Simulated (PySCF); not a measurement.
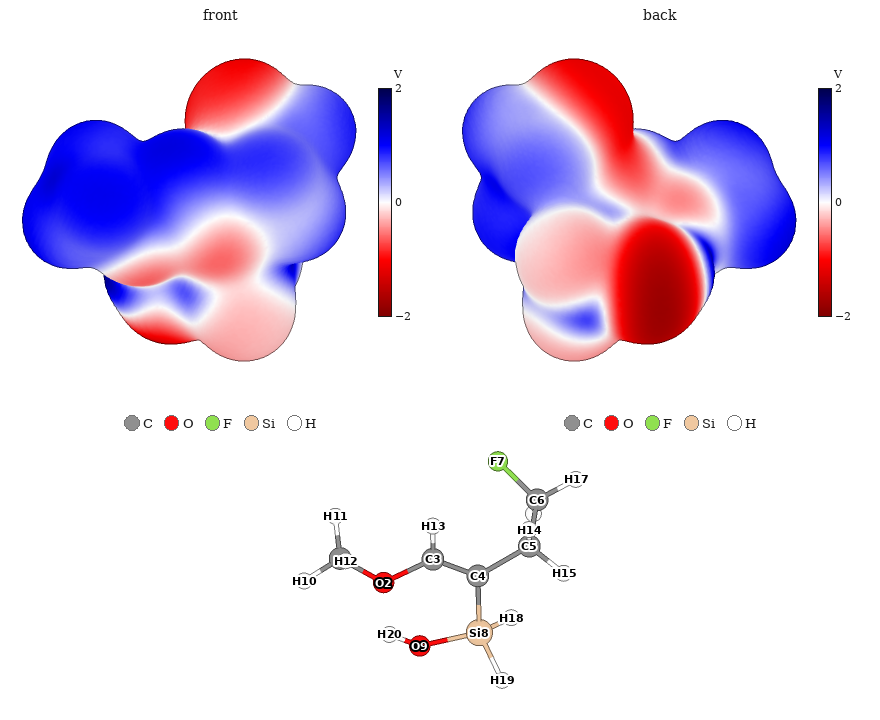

C5H11FO2Si (SMILES CO/C=C(/CCF)[SiH2]O). The molecular electrostatic potential painted on the density surface at 0.002 e/bohr³, seen from the front and from behind; red is negative and blue positive. The bare structure is drawn below in the same view.

Geometry: GFN2-xTB.

Computed with PBE0/pcSseg-1, SCF density, gas phase, non-relativistic (PySCF).

Input file:

```
{"job": {"kind": "nmr", "xc": "PBE0", "basis": "pcSseg-1"}, "charge": 0, "multiplicity": 1}
C      3.009689    -0.083888     0.561812
O      1.722386     0.482094     0.498834
C      0.708536    -0.396816     0.226613
C     -0.559690    -0.017852     0.086451
C     -1.582064    -1.070505    -0.248540
C     -1.722842    -1.219562    -1.760656
F     -0.558655    -1.715907    -2.300554
Si    -1.125438     1.777677     0.209095
O      0.115599     2.808911     0.055671
H      3.698726     0.732836     0.771246
H      3.282397    -0.554605    -0.388163
H      3.077629    -0.828072     1.362321
H      1.012825    -1.436902     0.137727
H     -1.294031    -2.039456     0.166841
H     -2.555639    -0.791452     0.154307
H     -1.902659    -0.252732    -2.239353
H     -2.511961    -1.930910    -2.026694
H     -2.034317     2.114043    -0.887384
H     -1.781274     1.959590     1.510237
H      0.995636     2.474189     0.223130
```

Launched as:

```sh
OMP_NUM_THREADS=1 python probes_run.py task.json out
```

Question: Where is the surface potential most negative and most positive?

Answer: The most negative region (about −1.7 V) lies over O9, the most positive (about +1.5 V) over H20. O9 is the likeliest acceptor of a hydrogen bond.

Question: How polar is the molecule by this calculation?

Answer: Its dipole moment is 2.89 D.
